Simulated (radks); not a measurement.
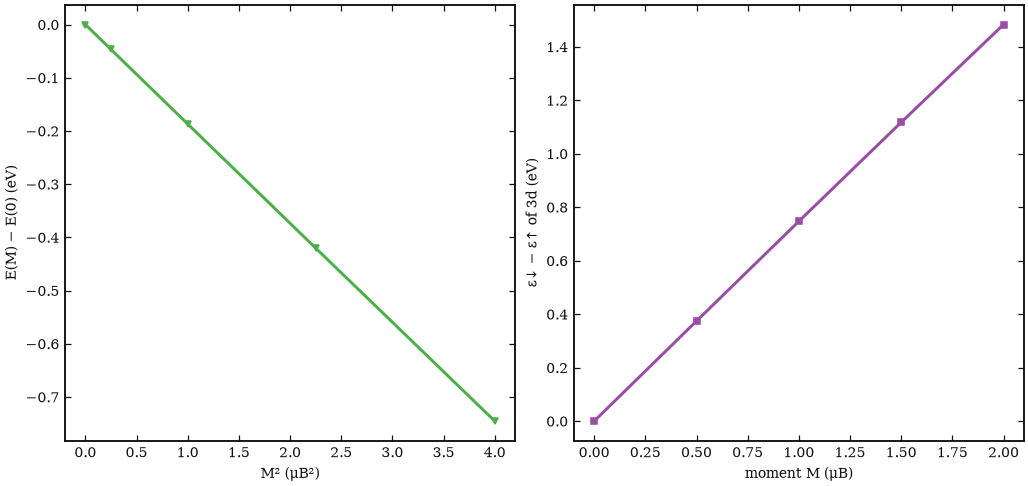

For Ti in [Ar] 3d2 4s2, the spin moment of the 3d shell is fixed at a series of values. The calculation used the in-house radial solver radks at this level: scalar-relativistic Kohn-Sham, PBE, spin-polarised, spherical densities, finite nucleus. The plot shows the energy and the exchange splitting.

Q: What is the spin-polarisation energy, and which exchange integral follows?

A: The energy falls with the moment, to −0.745 eV at M = 2 μB, the largest moment run, in line with Hund's first rule (at fractional spins the functional's fractional-spin error adds to the fall). A fit E = −I M²/4 gives an exchange integral I of about 0.75 eV, and the exchange splitting grows nearly in proportion to M, to 1.48 eV (0.74 eV per μB).
